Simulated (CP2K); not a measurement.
**B3LYP/6-31G(d) (spherical functions) run of SiH4O2 (SMILES O[SiH2]O)**

What is the vertical ionisation energy of SiH4O2 at B3LYP/6-31G* (spherical functions)? 

Program for the calculation: CP2K 2026.2.

3 further runs of the same task are left out: 1 that didn't finish, 2 set aside as unsound or not needed.

## Step 1: The molecule

SiH4O2 has 7 atoms, charge 0, and is taken as a singlet. SMILES: `O[SiH2]O`. The shape is that of a PBE0-D4/def2-TZVP optimisation. This is one conformer, not always the lowest.

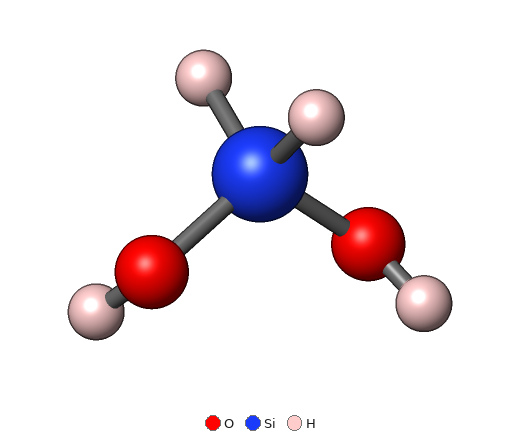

The structure, seen from a chosen angle (oxygen red, silicon blue, hydrogen pink).

## Step 2: A single-point energy at B3LYP/6-31G(d) (spherical functions)

calc.inp reads:

```
&FORCE_EVAL
 METHOD QS
 &DFT
  BASIS_SET_FILE_NAME ./6_31gs.basis
  POTENTIAL_FILE_NAME POTENTIAL
  # Quickstep
  &QS
   METHOD GAPW
   EPS_DEFAULT 1.0E-10
  &END QS
  &MGRID
   CUTOFF 280
   REL_CUTOFF 50
   NGRIDS 4
  &END MGRID
  &POISSON
   PERIODIC NONE
   POISSON_SOLVER MULTIPOLE
  &END POISSON
  &SCF
   SCF_GUESS ATOMIC
   EPS_SCF 1.0E-07
   MAX_SCF 80
   ADDED_MOS 10
   &DIAGONALIZATION
    ALGORITHM STANDARD
   &END DIAGONALIZATION
   &MIXING
    METHOD DIRECT_P_MIXING
    ALPHA 0.4
   &END MIXING
  &END SCF
  # exchange and correlation
  &XC
   &XC_FUNCTIONAL
    &HYB_GGA_XC_B3LYP
    &END HYB_GGA_XC_B3LYP
   &END XC_FUNCTIONAL
   &HF
    FRACTION 0.2
    &SCREENING
     EPS_SCHWARZ 1.0E-10
    &END SCREENING
    &MEMORY
     MAX_MEMORY 1050
    &END MEMORY
   &END HF
  &END XC
  &PRINT
   &MOMENTS
    PERIODIC F
    REFERENCE COM
    MAX_MOMENT 1
   &END MOMENTS
   &MO ON
    ENERGIES T
    OCCUPATION_NUMBERS T
    NDIGITS 6
    &EACH
     QS_SCF 0
    &END EACH
    ADD_LAST NUMERIC
   &END MO
   &LOWDIN ON
   &END LOWDIN
   &HIRSHFELD OFF
   &END HIRSHFELD
   &MO_MOLDEN ON
    NDIGITS 8
   &END MO_MOLDEN
  &END PRINT
 &END DFT
 # structure
 &SUBSYS
  # box in angstrom
  &CELL
   ABC 9.7 9.7 9.6
   PERIODIC NONE
  &END CELL
  &COORD
   UNIT bohr
   O     -2.6175541    -0.4608286    -0.6696811
   Si     0.0971508     0.7978613     0.1497419
   O      2.4075678    -1.2634142     0.3461222
   H     -2.7526885    -1.1632776    -2.3334149
   H      0.9952621     2.6324641    -1.7637948
   H     -0.4333142     1.9820581     2.6297051
   H      2.3035950    -2.5248442     1.6413405
  &END COORD
  &TOPOLOGY
   &CENTER_COORDINATES
   &END CENTER_COORDINATES
  &END TOPOLOGY
  &KIND O
   BASIS_SET 6-31Gs
   POTENTIAL ALL
   LEBEDEV_GRID 194
   RADIAL_GRID 100
  &END KIND
  &KIND Si
   BASIS_SET 6-31Gs
   POTENTIAL ALL
   LEBEDEV_GRID 194
   RADIAL_GRID 100
  &END KIND
  &KIND H
   BASIS_SET 6-31Gs
   POTENTIAL ALL
   LEBEDEV_GRID 194
   RADIAL_GRID 100
  &END KIND
 &END SUBSYS
&END FORCE_EVAL

&GLOBAL
 PROJECT_NAME calc
 RUN_TYPE ENERGY
 PRINT_LEVEL MEDIUM
&END GLOBAL
```

Launch:

```bash
OMP_NUM_THREADS=1 cp2k.psmp calc.inp > calc.out
```

Log:

```text
CP2K| version string:                                       CP2K version 2026.2
[...]
 GLOBAL| Method name                                                        CP2K
[...]
 GLOBAL| Run type                                                         ENERGY
[...]
 DFT| Spin restricted Kohn-Sham (RKS) calculation                            RKS
 DFT| Multiplicity                                                             1
[...]
 DFT| Charge                                                                   0
[...]
 FUNCTIONAL| HYB_GGA_XC_B3LYP:
[...]
 QS| Method:                                                                GAPW
[...]
 QS| Density cutoff [a.u.]:                                                140.0
[...]
 QS| Relative density cutoff [a.u.]:                                        25.0
[...]
                             - Atoms:                                          7
[...]
                             - Spherical basis functions:                     54
[...]
 Number of electrons:                                                         34
[...]
     1 P_Mix/Diag. 0.40E+00    9.5     0.49986637      -442.7135484758 -4.43E+02
[...]
    14 DIIS/Diag.  0.51E-07    6.9     6.3483E-09      -442.4111920802  0.00E+00
  *** SCF run converged in    14 steps ***
[...]
  Overlap energy of the core charge distribution:               0.00000024034162
  Self energy of the core charge distribution:               -277.12254353594221
  Core Hamiltonian energy:                                   -172.34651037908293
  Hartree energy:                                              77.70705225750814
  Exchange-correlation energy:                                -11.71724233820721
  Hartree-Fock Exchange energy:                                -7.67274481912276
[...]
                     Mulliken Population Analysis
 #  Atom  Element  Kind  Atomic population                           Net charge
       1     O        1          8.705195                             -0.705195
       2     Si       2         13.220395                              0.779605
       3     O        1          8.705423                             -0.705423
       4     H        3          0.574555                              0.425445
       5     H        3          1.109878                             -0.109878
       6     H        3          1.110022                             -0.110022
       7     H        3          0.574533                              0.425467
 # Total charge                             34.000000                  0.000000
[...]
  Dipole moment [Debye]
    X= -0.1377261E+00 Y= -0.1129573E+01 Z= -0.2105685E+00  Total=      1.1572569
 ENERGY| Total FORCE_EVAL ( QS ) energy [hartree]           -442.411192080183071
[...]
```

Run time: 1.7 min. Hardware: 1 thread of Intel Xeon at 2.50GHz (Skylake/Cascade Lake), shared host; peak memory 0.58 GiB.

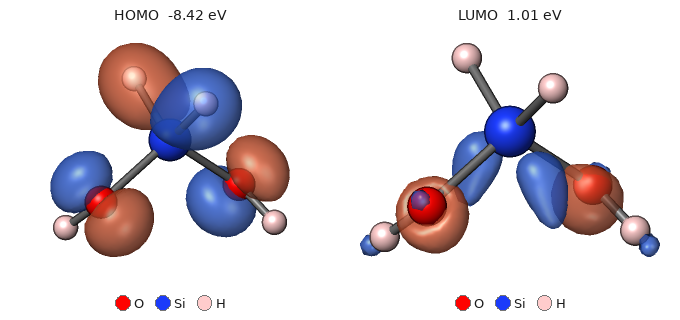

Frontier orbitals of this run, surfaces at ±0.2 Å^-3/2.

## Step 3: The doublet cation at the same level

molecule.xyz reads:

```xyz
7

O     -1.385150    -0.243860    -0.354380
Si     0.051410     0.422210     0.079240
O      1.274030    -0.668570     0.183160
H     -1.456660    -0.615580    -1.234790
H      0.526670     1.393040    -0.933360
H     -0.229300     1.048860     1.391580
H      1.219010    -1.336090     0.868560
```

qs.inp reads:

```
&global
    project qs
    run_type ENERGY
    print_level MEDIUM
&end global

&force_eval
    method QS
    &dft
        basis_set_file_name ./6_31gs.basis
        potential_file_name POTENTIAL
        charge 1
        multiplicity 2
        uks T
        &qs
            method GAPW
            eps_default 1.0E-10
        &end qs
        # real-space grids
        &mgrid
            cutoff 280
            rel_cutoff 50
            ngrids 4
        &end mgrid
        # cluster boundary conditions
        &poisson
            periodic NONE
            poisson_solver MULTIPOLE
        &end poisson
        &scf
            scf_guess ATOMIC
            eps_scf 1.0E-06
            max_scf 60
            added_mos 3
            &diagonalization
                algorithm STANDARD
            &end diagonalization
            &mixing
                method DIRECT_P_MIXING
                alpha 0.4
            &end mixing
        &end scf
        &xc
            &xc_functional
                &hyb_gga_xc_b3lyp
                &end hyb_gga_xc_b3lyp
            &end xc_functional
            # exact exchange
            &hf
                fraction 0.2
                &screening
                    eps_schwarz 1.0E-10
                &end screening
                &memory
                    max_memory 1050
                &end memory
            &end hf
        &end xc
        # extra output
        &print
            &moments
                periodic F
                reference COM
                max_moment 1
            &end moments
            &mo ON
                energies T
                occupation_numbers T
                ndigits 6
                &each
                    qs_scf 0
                &end each
                add_last NUMERIC
            &end mo
            &lowdin ON
            &end lowdin
            &hirshfeld OFF
            &end hirshfeld
        &end print
    &end dft
    # structure
    &subsys
        # vacuum box
        &cell
            abc 9.7 9.7 9.6
            periodic NONE
        &end cell
        &topology
            coord_file_name molecule.xyz
            coord_file_format XYZ
            &center_coordinates
            &end center_coordinates
        &end topology
        &kind O
            basis_set 6-31Gs
            potential ALL
            lebedev_grid 194
            radial_grid 100
        &end kind
        &kind Si
            basis_set 6-31Gs
            potential ALL
            lebedev_grid 194
            radial_grid 100
        &end kind
        &kind H
            basis_set 6-31Gs
            potential ALL
            lebedev_grid 194
            radial_grid 100
        &end kind
    &end subsys
&end force_eval
```

Launch:

```bash
OMP_NUM_THREADS=1 cp2k.psmp -i qs.inp > qs.out 2>&1
```

Log, shortened:

```text
CP2K| version string:                                       CP2K version 2026.2
[...]
 GLOBAL| Method name                                                        CP2K
[...]
 GLOBAL| Run type                                                         ENERGY
[...]
 DFT| Spin unrestricted (spin-polarized) Kohn-Sham calculation               UKS
 DFT| Multiplicity                                                             2
[...]
 DFT| Charge                                                                   1
[...]
 FUNCTIONAL| HYB_GGA_XC_B3LYP:
[...]
 QS| Method:                                                                GAPW
[...]
 QS| Density cutoff [a.u.]:                                                140.0
[...]
 QS| Relative density cutoff [a.u.]:                                        25.0
[...]
                             - Atoms:                                          7
[...]
                             - Spherical basis functions:                     54
[...]
 Number of electrons:                                                         17
[...]
     1 P_Mix/Diag. 0.40E+00   13.9     0.25565318      -434.9158493098 -4.35E+02
[...]
    25 DIIS/Diag.  0.72E-06   11.5     0.00000030      -442.0027162528 -5.80E-11
  *** SCF run converged in    25 steps ***
[...]
  Overlap energy of the core charge distribution:               0.00000024034165
  Self energy of the core charge distribution:               -277.12254353594221
  Core Hamiltonian energy:                                   -172.73267785273146
  Hartree energy:                                              78.09083558582282
  Exchange-correlation energy:                                -11.40816721495529
  Hartree-Fock Exchange energy:                                -7.58790841861509
[...]
  Ideal and single determinant S**2 :                    0.750000       0.757524
[...]
                     Mulliken Population Analysis
 #  Atom  Element  Kind  Atomic population (alpha,beta) Net charge  Spin moment
       1     O        1         4.420118     4.103730    -0.523849     0.316388
       2     Si       2         6.552455     6.578180     0.869365    -0.025725
[...]
  Dipole moment [Debye]
    X= -0.6628374E-03 Y=  0.4544961E-02 Z=  0.1170669E-02  Total=      0.0047399
 ENERGY| Total FORCE_EVAL ( QS ) energy [hartree]           -442.002716252840457
[...]
```

It took 4.4 min on 1 thread of Intel Xeon at 2.50GHz (Skylake/Cascade Lake), shared host; peak memory 0.69 GiB.

## Step 4: Summary of results

At B3LYP/6-31G* (spherical functions):

| quantity | value |
| --- | --- |
| singlet SiH4O2: total energy | -442.41119 Eh |
| singlet SiH4O2: dipole moment | 1.16 D |
| singlet SiH4O2: HOMO energy | -8.42 eV |
| singlet SiH4O2: LUMO energy | 1.01 eV |
| singlet SiH4O2: HOMO–LUMO gap | 9.42 eV |
| doublet cation: total energy | -442.00272 Eh |
| doublet cation: HOMO energy (highest over α and β) | -15.59 eV |
| doublet cation: LUMO energy (lowest over α and β) | -13.82 eV |
| doublet cation: ⟨S²⟩ | 0.758 |
| vertical ionisation energy (to the doublet cation) | 11.115 eV |

**Reading.** The vertical ionisation energy comes to 11.12 eV (1072 kJ/mol). −ε(HOMO) before ionisation, 8.42 eV, is 2.70 eV below this ionisation energy.
